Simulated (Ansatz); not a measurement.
**BClFHOS: rotation by 180° about the S2–B3 bond**

Wanted: the energy profile along the rotation by 180° about the S2–B3 bond, from relaxed end points and a band of images. SMILES of the start: OSB(F)Cl.

Program: Ansatz 0.2.0. Level of theory: RKS PBE-D4/def2-SVP. These are calculated values, not measurements.

**1. Starting point**

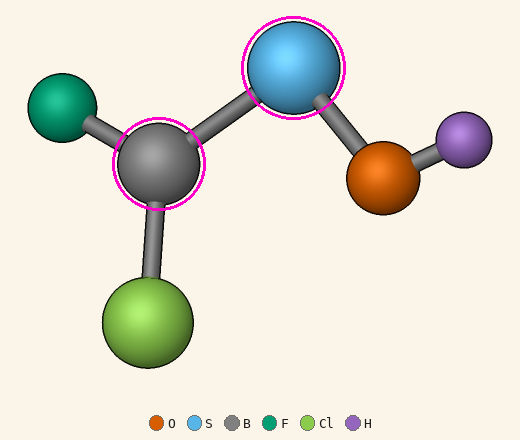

Start, viewed from a chosen angle; oxygen orange, sulfur blue, boron grey, fluorine teal, chlorine green, hydrogen purple. Ringed: S2, B3.

Structure file:

```xyz
6

O    -1.3517   -0.2685   -0.7347
S    -0.3136   -0.9912    0.3598
B     0.9221    0.3004    0.4622
F     1.9500    0.0945    1.2776
Cl    0.8426    1.7653   -0.4238
H    -2.0494   -0.9005   -0.9412
```

**2. Relaxing end A**

The input, input.yaml:

```yaml
crystal:
  periodic: [false, false, false]
  atoms:
    - { symbol: O, position_ang: [-1.35174, -0.26849, -0.73473] }
    - { symbol: S, position_ang: [-0.31359, -0.99124, 0.35981] }
    - { symbol: B, position_ang: [0.92208, 0.30039, 0.46224] }
    - { symbol: F, position_ang: [1.95004, 0.09454, 1.27761] }
    - { symbol: Cl, position_ang: [0.84263, 1.76531, -0.42378] }
    - { symbol: H, position_ang: [-2.04943, -0.90051, -0.94115] }
basis:
  gaussian: { orbitals: def2-SVP }
hamiltonian:
  xc: pbe
  dispersion: d4
relax:
  f_tol: 0.015
  max_steps: 40
```

Launch:

```sh
> ansatz run input.yaml --threads 1 --pin off --max-ram 2048MiB --backend cpu --events-out ev --progress --plain --runs-dir out
```

Output, shortened:

```text
Warning: RAYON_NUM_THREADS=1 ignored (pool sized by the plan → 1); use --threads N
[...]
Functional definition: PBE
[...]
903 factors; their error is unknown
[...]
mean field -28789.96207367 eV, -1058.0115916703 hartree, gradient 1.5e-5 eV, S^2 0.000000; 0 other end points of the search recorded, 0 dependent functions left out
[...]
reference -28789.96209992 eV, -1058.0115926349 hartree; 28, 28 occupied and 55, 55 virtual orbitals, 903 factors
relax step   1: F+E_penalty+E_count = -28790.11760725 eV  Δ(F+E_penalty+E_count) = +0.000e0 eV  max|allowed force component| = 9.440e-1 eV/Å  Δτ_max = 0.0000 Å  (27 SCF iters, accepted)
[...]
relax step   4: F+E_penalty+E_count = -28790.17542936 eV  Δ(F+E_penalty+E_count) = -1.748e-2 eV  max|allowed force component| = 2.442e-1 eV/Å  Δτ_max = 0.0358 Å  (26 SCF iters, accepted)
[...]
relax step   7: F+E_penalty+E_count = -28790.19794104 eV  Δ(F+E_penalty+E_count) = -3.344e-3 eV  max|allowed force component| = 2.555e-1 eV/Å  Δτ_max = 0.0270 Å  (26 SCF iters, accepted)
[...]
relax step  10: F+E_penalty+E_count = -28790.21476133 eV  Δ(F+E_penalty+E_count) = -9.785e-3 eV  max|allowed force component| = 4.390e-1 eV/Å  Δτ_max = 0.0434 Å  (26 SCF iters, accepted)
[...]
relax step  13: F+E_penalty+E_count = -28790.23905172 eV  Δ(F+E_penalty+E_count) = -1.550e-2 eV  max|allowed force component| = 1.110e-1 eV/Å  Δτ_max = 0.0679 Å  (28 SCF iters, accepted)
[...]
relax step  14: F+E_penalty+E_count = -28790.24424233 eV  Δ(F+E_penalty+E_count) = -5.191e-3 eV  max|allowed force component| = 2.006e-1 eV/Å  Δτ_max = 0.0358 Å  (26 SCF iters, accepted)
[...]
relax step  15: F+E_penalty+E_count = -28790.22794578 eV  Δ(F+E_penalty+E_count) = +1.630e-2 eV  max|allowed force component| = 1.342e0 eV/Å  Δτ_max = 0.1458 Å  (33 SCF iters, rejected (line search))
[...]
903 factors; their error is unknown
```

**3. More of the same log: end point A relaxed**

Output, continued, shortened:

```text
mean field -28790.09994847 eV, -1058.0166584756 hartree, gradient 1.3e-5 eV, S^2 0.000000; 0 other end points of the search recorded, 0 dependent functions left out
[...]
reference -28790.09997444 eV, -1058.0166594301 hartree; 28, 28 occupied and 55, 55 virtual orbitals, 903 factors
relax step  16: F+E_penalty+E_count = -28790.25432276 eV  Δ(F+E_penalty+E_count) = -1.008e-2 eV  max|allowed force component| = 1.663e-1 eV/Å  Δτ_max = 0.0729 Å  (28 SCF iters, accepted)
[...]
relax step  19: F+E_penalty+E_count = -28790.26537832 eV  Δ(F+E_penalty+E_count) = -4.472e-4 eV  max|allowed force component| = 1.095e-1 eV/Å  Δτ_max = 0.0224 Å  (26 SCF iters, accepted)
[...]
relax step  22: F+E_penalty+E_count = -28790.22969416 eV  Δ(F+E_penalty+E_count) = +4.085e-2 eV  max|allowed force component| = 1.738e0 eV/Å  Δτ_max = 0.1950 Å  (31 SCF iters, rejected (line search))
[...]
903 factors; their error is unknown
mean field -28790.11706416 eV, -1058.0172874656 hartree, gradient 5.0e-5 eV, S^2 0.000000; 1 other end points of the search recorded, 0 dependent functions left out
[...]
reference -28790.11708981 eV, -1058.0172884082 hartree; 28, 28 occupied and 55, 55 virtual orbitals, 903 factors
Total energy: -28790.27228796 eV, -1058.0229918351 hartree
Atom 0 at    -1.679625    -0.377112    -0.342489 Å, force    -0.001143    -0.000693    -0.002714 eV/Å
Atom 1 at    -0.401979    -1.029359     0.566081 Å, force     0.002607     0.000774     0.001440 eV/Å
Atom 2 at     0.872857     0.252320     0.451387 Å, force     0.000770    -0.002280    -0.001131 eV/Å
Atom 3 at     1.990383     0.052163     1.150720 Å, force    -0.001865     0.000652     0.000173 eV/Å
Atom 4 at     0.696481     1.687474    -0.547495 Å, force    -0.000456    -0.000392     0.000077 eV/Å
Atom 5 at    -1.478128    -0.585486    -1.278204 Å, force     0.000088     0.001938     0.002154 eV/Å
Dipole moment:    -0.000599    -0.144590    -0.295056 e Å
```

It took 68 s on 1 thread of Intel Xeon Platinum 8259CL at 2.50GHz (Skylake/Cascade Lake), shared host; peak memory 0.19 GiB.

Step by step:

```tsv
step	energy from step 1 (eV)	largest force component (eV/Å)
1	0.0000	0.9440
2	-0.0403	0.5074
3x	-0.0205	0.5352
4	-0.0578	0.2442
5	-0.0685	0.1530
6	-0.0770	0.1206
7	-0.0803	0.2555
8	-0.0850	0.2607
9	-0.0874	0.6271
10	-0.0972	0.4390
11	-0.1060	0.3801
12x	-0.0167	2.2408
13	-0.1214	0.1110
14	-0.1266	0.2006
15x	-0.1103	1.3417
16	-0.1367	0.1663
17	-0.1452	0.1310
18	-0.1473	0.0890
19	-0.1478	0.1095
20	-0.1522	0.1356
21	-0.1529	0.1387
22x	-0.1121	1.7380
23	-0.1542	0.0697
24	-0.1544	0.0366
25	-0.1546	0.0150
26x	-0.1541	0.0795
27	-0.1547	0.0027
```

Step 1 is the start. 5 steps were tried and not accepted (marked x).

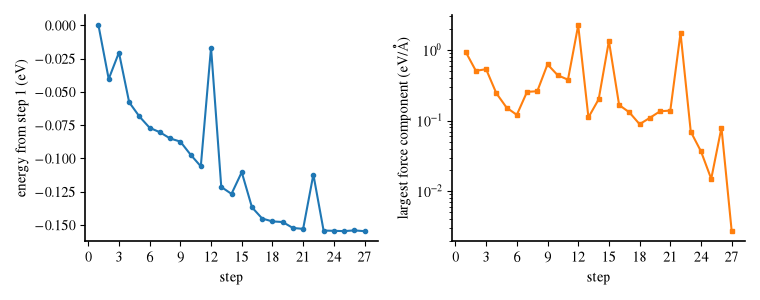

How energy and force went from step to step.

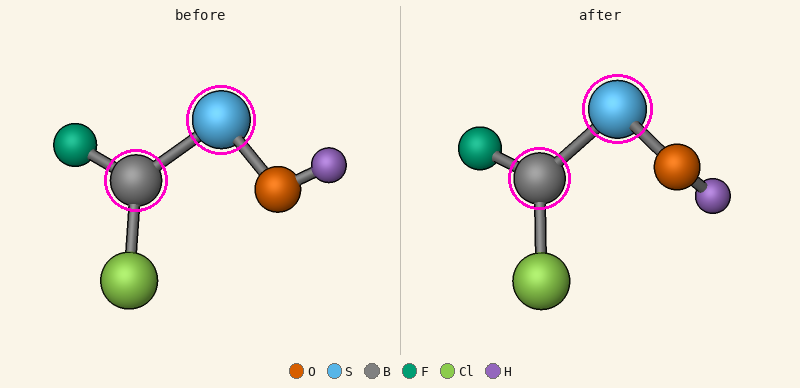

Before and after, at one scale.

After: Bond lengths: O1–S2 1.698 Å, S2–B3 1.811 Å, B3–F4 1.333 Å, B3–Cl5 1.757 Å, O1–H6 0.980 Å. Angles: O1–S2–B3 102.9°, S2–O1–H6 105.9°, S2–B3–F4 116.8°, S2–B3–Cl5 122.9°, F4–B3–Cl5 120.3°.

**4. Relaxing end B**

The second end starts from a geometry with the move made by hand.

input.yaml, as its differences from that of step 2:

```diff
@@ -6,4 +6,4 @@
     - { symbol: B, position_ang: [0.92208, 0.30039, 0.46224] }
-    - { symbol: F, position_ang: [1.95004, 0.09454, 1.27761] }
-    - { symbol: Cl, position_ang: [0.84263, 1.76531, -0.42378] }
+    - { symbol: F, position_ang: [0.73278, 1.38288, -0.28361] }
+    - { symbol: Cl, position_ang: [2.31457, 0.20798, 1.4571] }
     - { symbol: H, position_ang: [-2.04943, -0.90051, -0.94115] }
```

Launch:

```sh
> ansatz run input.yaml --threads 1 --pin off --max-ram 2048MiB --backend cpu --events-out ev --progress --plain --runs-dir out
```

Output, shortened:

```text
Warning: RAYON_NUM_THREADS=1 ignored (pool sized by the plan → 1); use --threads N
[...]
Functional definition: PBE
[...]
903 factors; their error is unknown
[...]
mean field -28789.94701836 eV, -1058.0110383976 hartree, gradient 8.9e-6 eV, S^2 0.000000; 0 other end points of the search recorded, 0 dependent functions left out
[...]
reference -28789.94704460 eV, -1058.0110393619 hartree; 28, 28 occupied and 55, 55 virtual orbitals, 903 factors
relax step   1: F+E_penalty+E_count = -28790.09636377 eV  Δ(F+E_penalty+E_count) = +0.000e0 eV  max|allowed force component| = 1.027e0 eV/Å  Δτ_max = 0.0000 Å  (27 SCF iters, accepted)
[...]
relax step   5: F+E_penalty+E_count = -28790.19713784 eV  Δ(F+E_penalty+E_count) = -4.873e-3 eV  max|allowed force component| = 9.544e-1 eV/Å  Δτ_max = 0.0981 Å  (29 SCF iters, accepted)
[...]
903 factors; their error is unknown
[...]
mean field -28790.14897184 eV, -1058.0184600511 hartree, gradient 1.4e-5 eV, S^2 0.000000; 1 other end points of the search recorded, 0 dependent functions left out
[...]
reference -28790.14899757 eV, -1058.0184609967 hartree; 28, 28 occupied and 55, 55 virtual orbitals, 903 factors
Total energy: -28790.29810488 eV, -1058.0239405893 hartree
Atom 0 at    -1.689433    -0.338591    -0.375767 Å, force     0.004580     0.001099     0.003605 eV/Å
Atom 1 at    -0.452351    -0.912135     0.648737 Å, force    -0.006535    -0.000623    -0.003385 eV/Å
Atom 2 at     0.852070     0.308682     0.398683 Å, force     0.000062    -0.000174    -0.001225 eV/Å
Atom 3 at     0.752830     1.298236    -0.479513 Å, force    -0.001386    -0.002736     0.001578 eV/Å
Atom 4 at     2.308256     0.118410     1.378061 Å, force     0.002688     0.002610     0.000324 eV/Å
Atom 5 at    -1.516703    -0.743592    -1.250542 Å, force     0.000592    -0.000176    -0.000897 eV/Å
Dipole moment:     0.019956    -0.230658    -0.238488 e Å
```

Wall time 50 s (1 thread of Intel Xeon Platinum 8259CL at 2.50GHz (Skylake/Cascade Lake), shared host); peak memory 0.19 GiB.

The steps of the relaxation:

```tsv
step	energy from step 1 (eV)	largest force component (eV/Å)
1	0.0000	1.0268
2	-0.0608	0.5982
3x	0.0526	1.1111
4	-0.0959	0.3625
5	-0.1008	0.9544
6	-0.1326	0.3185
7	-0.1448	0.1920
8	-0.1486	0.2423
9x	-0.1219	1.6450
10	-0.1678	0.1136
11	-0.1702	0.5902
12	-0.1786	0.4916
13	-0.1913	0.4241
14x	-0.1846	0.6181
15	-0.1979	0.2307
16	-0.2002	0.1600
17	-0.2017	0.0230
18x	-0.2016	0.0415
19	-0.2017	0.0065
```

Step 1 is the start. 4 steps were tried and not accepted (marked x).

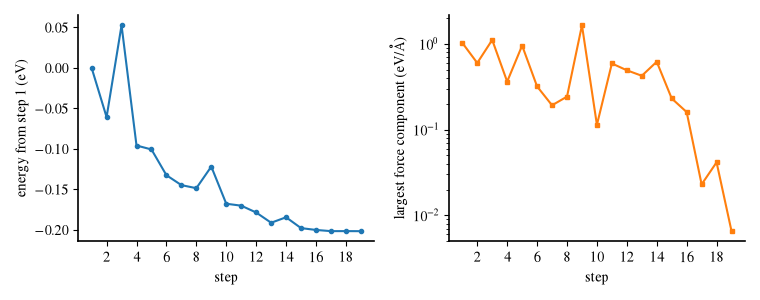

How energy and force went from step to step.

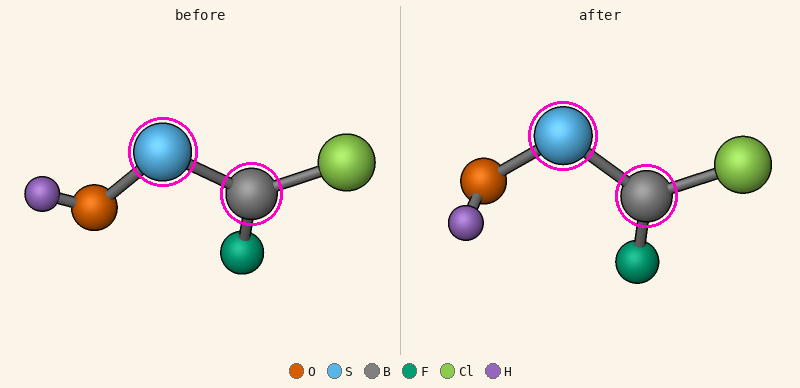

The structure before (left) and after (right), drawn at the same scale.

After: Bond lengths: O1–S2 1.706 Å, S2–B3 1.804 Å, B3–F4 1.327 Å, B3–Cl5 1.765 Å, O1–H6 0.979 Å. Angles: O1–S2–B3 102.3°, S2–O1–H6 105.6°, S2–B3–F4 122.8°, S2–B3–Cl5 116.5°, F4–B3–Cl5 120.6°.

(Part 1 of 2 ends here.)
